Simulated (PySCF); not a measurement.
**NClO (nitrosyl chloride) at 6 levels**

We compute a comparison of 6 runs (HF/STO-3G, HF/3-21G, B3LYP/6-31G*, PBE/cc-pVDZ, PBE0/def2-SVP, wB97X/6-311G**) of NClO (nitrosyl chloride). The job is set up through a Python script.

The calculation is run with PySCF 2.14.0.

## Step 1: The structure to begin with

The species is NClO (3 atoms), meant as a singlet with charge 0. As SMILES, `O=NCl`. The shape is that of a PBE0-D4/def2-TZVP optimisation.

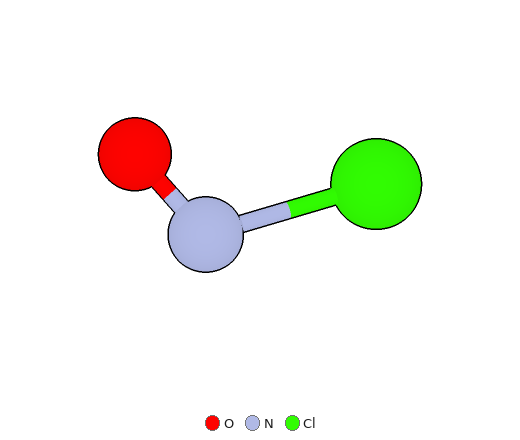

The structure, seen from a chosen angle (oxygen red, nitrogen light blue, chlorine green).

## Step 2: Energy and gradient at HF/STO-3G (run 1)

calc.py

```python
from pyscf import gto

mol = gto.M(
    atom='''
O      1.889877    -0.639351     0.971092
N      0.098360    -1.132985    -0.067728
Cl    -1.988238     1.772374    -0.903365
''',
    max_memory=1860,
    basis='sto-3g',
    verbose=4,
    unit='bohr',
)

myscf = mol.RHF()
myscf.conv_tol = 1e-10
myscf.kernel()
if not myscf.converged:
    myscf = myscf.newton().run(myscf.mo_coeff, myscf.mo_occ)

e_final = myscf.e_tot
print('Final energy', e_final)
grad = myscf.nuc_grad_method().kernel()
dip = myscf.dip_moment()
pop, q = myscf.mulliken_pop()
```

Run with:

```
$ OMP_NUM_THREADS=1 python calc.py
```

The log of the run:

```text
PySCF version 2.14.0

[... 59 lines left out ...]
converged SCF energy = -582.058929425742
Final energy -582.058929425742
[... 9 lines left out ...]
Dipole moment(X, Y, Z, Debye):  1.74627, -1.40300,  0.80995
[... 23 lines left out ...]
charge of    2Cl =     -0.22354
```

Wall time 0.95 s (1 thread of Arm Neoverse V1, shared host); peak memory 0.12 GiB.

## Step 3: Energy and forces at HF/3-21G (run 2)

calc.py

```python
# nitrosyl chloride
from pyscf import gto, scf

mol = gto.M(
    atom=[
    ('O', (1.000080, -0.338330, 0.513880)),
    ('N', (0.052050, -0.599550, -0.035840)),
    ('Cl', (-1.052130, 0.937900, -0.478040)),
],
    max_memory=1860,
    verbose=3,
    basis='3-21g',
)

calc0 = scf.RHF(mol)
calc0.conv_tol = 1e-10
calc0.kernel()
if not calc0.converged:
    calc0 = calc0.newton().run(calc0.mo_coeff, calc0.mo_occ)

etot = calc0.e_tot
print('Final energy', etot)
grad = calc0.nuc_grad_method().kernel()
calc0.analyze()
```

Run with:

```
$ OMP_NUM_THREADS=1 python calc.py
```

The log of the run:

```text
converged SCF energy = -585.750954742136
Final energy -585.7509547421362
--------------- RHF gradients ---------------
         x                y                z
0 O    -0.0193825708    -0.0096953040    -0.0117073992
1 N     0.0123956410     0.0231628333     0.0093113947
2 Cl     0.0069869298    -0.0134675293     0.0023960045
----------------------------------------------
**** MO energy ****
MO #1   energy= -104.105960102935  occ= 2
MO #2   energy= -20.6752737522803  occ= 2
MO #3   energy= -15.7878324841135  occ= 2
MO #4   energy= -10.500266733586   occ= 2
MO #5   energy= -7.96356892395957  occ= 2
MO #6   energy= -7.95988832762514  occ= 2
MO #7   energy= -7.95972603838187  occ= 2
MO #8   energy= -1.73396830043061  occ= 2
MO #9   energy= -1.12136121036591  occ= 2
MO #10  energy= -0.956368153253682 occ= 2
MO #11  energy= -0.787001483277413 occ= 2
MO #12  energy= -0.754410460855781 occ= 2
MO #13  energy= -0.736888825652323 occ= 2
MO #14  energy= -0.465821160217204 occ= 2
MO #15  energy= -0.465162321796668 occ= 2
MO #16  energy= -0.428300140508524 occ= 2
MO #17  energy= 0.0413173861642497 occ= 0
MO #18  energy= 0.06523008321826   occ= 0
MO #19  energy= 0.573971630960148  occ= 0
MO #20  energy= 0.69480133901267   occ= 0
MO #21  energy= 0.798678618547342  occ= 0
MO #22  energy= 0.800030553479607  occ= 0
MO #23  energy= 0.812013803530098  occ= 0
MO #24  energy= 1.23173657920271   occ= 0
MO #25  energy= 1.25338427090866   occ= 0
MO #26  energy= 1.36416173961776   occ= 0
MO #27  energy= 1.71313899433966   occ= 0
MO #28  energy= 1.72326268842838   occ= 0
MO #29  energy= 1.73820128897292   occ= 0
MO #30  energy= 2.07476800076111   occ= 0
MO #31  energy= 3.12471782729887   occ= 0
 ** Mulliken atomic charges  **
charge of    0O =     -0.06373
charge of    1N =      0.27345
charge of    2Cl =     -0.20973
Dipole moment(X, Y, Z, Debye):  1.19998, -1.46526,  0.50268
```

It took 0.99 s on 1 thread of Arm Neoverse V1, shared host; peak memory 0.12 GiB.

Runs 3 to 4 aren't shown in full; the table further down has their settings and results.

## Step 4: Energy and forces at PBE0/def2-SVP (run 5)

job.py

```python
import pyscf.grad
from pyscf import gto, dft

mol = gto.M(
    atom=[
    ('O', (1.000080, -0.338330, 0.513880)),
    ('N', (0.052050, -0.599550, -0.035840)),
    ('Cl', (-1.052130, 0.937900, -0.478040)),
],
    verbose=4,
    basis='def2-svp',
    max_memory=1860,
)

ks = dft.RKS(mol, xc='pbe0')
ks.grids.level = 5
ks.conv_tol = 1e-10
ks.kernel()
if not ks.converged:
    ks = ks.newton().run(ks.mo_coeff, ks.mo_occ)

etot = ks.e_tot
print(f'total energy: {etot:.8f} hartree')
grad = ks.Gradients().kernel()
dip = ks.dip_moment()
pop, q = ks.mulliken_pop()
```

Run with:

```
$ OMP_NUM_THREADS=1 python job.py
```

The log of the run:

```text
PySCF version 2.14.0

[... 72 lines left out ...]
converged SCF energy = -589.549595254354
total energy: -589.54959525 hartree
[... 10 lines left out ...]
Dipole moment(X, Y, Z, Debye):  1.14242, -0.98479,  0.52268
[... 50 lines left out ...]
charge of    2Cl =     -0.15457
```

It took 6 s on 1 thread of Arm Neoverse V1, shared host; peak memory 0.48 GiB.

## Step 5: Energy and gradient at wB97X/6-311G(d,p) (run 6)

input.py

```python
import pyscf.grad
from pyscf import gto, dft

system = gto.Mole()
system.atom = 'O 1.000080 -0.338330 0.513880; N 0.052050 -0.599550 -0.035840; Cl -1.052130 0.937900 -0.478040'
system.basis = '6-311g**'
system.max_memory = 1860
system.verbose = 3
system.charge = 0
system.build()

mf = dft.RKS(system)
mf.xc = 'wb97x'
mf.grids.level = 5
mf.conv_tol = 1e-10
mf.kernel()
if not mf.converged:
    mf = mf.newton().run(mf.mo_coeff, mf.mo_occ)

e_tot = mf.e_tot
print(f'total energy: {e_tot:.8f} hartree')
grad = mf.Gradients().kernel()
mf.analyze()
```

Run with:

```
$ OMP_NUM_THREADS=1 python input.py
```

The log of the run:

```text
converged SCF energy = -590.089733793975
[... 14 lines left out ...]
MO #7   energy= -7.30149240169572  occ= 2
[... 10 lines left out ...]
MO #18  energy= 0.00181777352405421 occ= 0
[... 10 lines left out ...]
MO #29  energy= 0.84063318886469   occ= 0
[... 10 lines left out ...]
MO #40  energy= 1.94977430818922   occ= 0
[... 10 lines left out ...]
MO #51  energy= 3.81537180890526   occ= 0
[... 10 lines left out ...]
MO #62  energy= 215.248710601933   occ= 0
[... 4 lines left out ...]
Dipole moment(X, Y, Z, Debye):  1.46914, -1.35277,  0.66287
```

Run time: 11 s. Hardware: 1 thread of Arm Neoverse V1, shared host; peak memory 0.61 GiB.

## Step 6: All runs side by side

```csv
run,level,integration grid,energy (Eh),dipole moment (D),HOMO energy (eV),LUMO energy (eV),wall time
1,HF/STO-3G,–,-582.058929,2.38,-9.44,4.00,0.95 s
2,HF/3-21G,–,-585.750955,1.96,-11.65,1.12,0.99 s
3,B3LYP/6-31G* (spherical functions),5,-590.077608,1.86,-8.24,-3.78,6.9 s
4,PBE/cc-pVDZ,5,-589.802791,1.75,-7.02,-4.51,6.9 s
5,PBE0/def2-SVP,5,-589.549595,1.60,-8.39,-3.50,6 s
6,wB97X/6-311G**,5,-590.089734,2.10,-10.96,-1.31,11 s
```

## Step 7: What came out

| quantity | value |
| --- | --- |
| run 6: total energy | -590.08973 Eh |
| run 6: dipole moment | 2.10 D |
| run 6: HOMO energy | -10.96 eV |
| run 6: LUMO energy | -1.31 eV |
| run 6: HOMO–LUMO gap | 9.64 eV |
| run 6: largest force on an atom | 0.367 eV/Å |

The dipole moment (its size) runs from 1.60 D (PBE0/def2-SVP) to 2.38 D (HF/STO-3G). The two ends differ in method and basis. The HOMO–LUMO gap runs from 2.51 eV (PBE/cc-pVDZ) to 13.44 eV (HF/STO-3G). Totals of different functionals can't be ranked against each other. In run 1 the basis is minimal, so the values are rough. All runs together took 33 s, the longest 11 s.
